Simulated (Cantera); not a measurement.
Input: 1 mol Fe2O3, 0.14 mol H2S, 0.52 mol H2O, equilibrated at 570000 Pa.

Cantera equilibrium calculation (NASA polynomials, part measured and part estimated; ideal gas, pure solids and liquids). Candidate condensed phases: Fe, FeO, Fe(OH)2, Fe(OH)3, FeS, FeSO4, FeS2, Fe2O3, Fe2(SO4)3, Fe3O4, H2O, H2SO4, S; 22 gas species. Mutual solubility and eutectic melting of coexisting phases are not modelled. The tables' stoichiometric FeO is somewhat more stable than real wüstite, so its field is too wide. FeO, FeS: taken at fixed stoichiometry. Gases not in the tables: S3 to S7. The numbers say what is thermodynamically allowed, not how fast it happens.

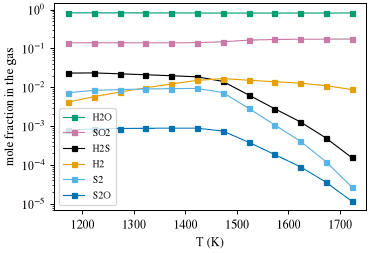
Figure. Equilibrium gas composition (values under 1e-9 drawn at 1e-9)

At 1173 K the condensed part is FeS(s) + Fe3O4(s). From 1223 K to 1423 K the condensed part is Fe3O4(s). From 1473 K to 1623 K the condensed part is FeO(s) + Fe3O4(s). From 1673 K to 1723 K the condensed part is FeO(l) + Fe3O4(s). The main Fe-bearing gas is Fe(OH)2 throughout.
